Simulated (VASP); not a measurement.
Band structure of CdZn$_{3}$S$_{4}$ (ordered alloy cell). Computed with PBEsol GGA, VASP's PBE PAW potentials (set 64) (plane waves; VASP).

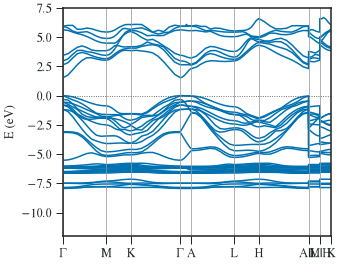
Fig. 1. Bands along high-symmetry lines, zero at the valence-band maximum or, without a gap, the Fermi level

**Question.** Read the plot: is there a gap, and where are the band edges?

**Answer.** The gap is direct, 1.54 eV, from the valence maximum at Γ to the conduction minimum at Γ. (Edges off the drawn lines would not show.)

The structure was generated: CdZn3S4 was put into an ordered model structure (P3m1), which need not be its known phase. It was relaxed first.
